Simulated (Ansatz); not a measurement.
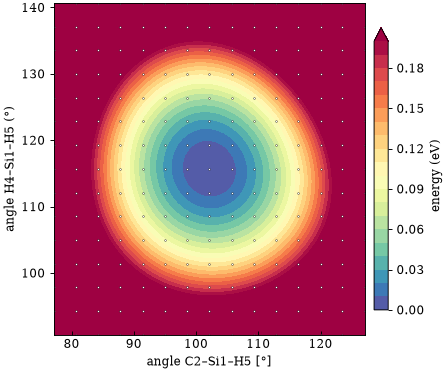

CH3SSi, SMILES [SiH3][C+]=S, charge +1. First axis: angle C2–Si1–H5. Second axis: angle H4–Si1–H5. Nothing is relaxed (all other coordinates rigid). The grid has 15 × 15 points. All energies are given in eV relative to the lowest grid point. Method: RKS PBE-D4/def2-TZVP in Ansatz 0.2.0.

In the figure: filled contours, dots at the grid points, one colour for all values above the top of the scale. Between grid points the surface is interpolated.

### Estimate the position of the minimum and the force constants in these coordinates.

The interpolated minimum is at angle C2–Si1–H5 ≈ 102.1°, angle H4–Si1–H5 ≈ 115.7°. The curvatures there are about 3.5 eV/rad² and 3.6 eV/rad², with a cross term of about 0.2 eV/rad². Round the minimum the two coordinates are weakly coupled (coupling 0.07 in units of the two stiffnesses).
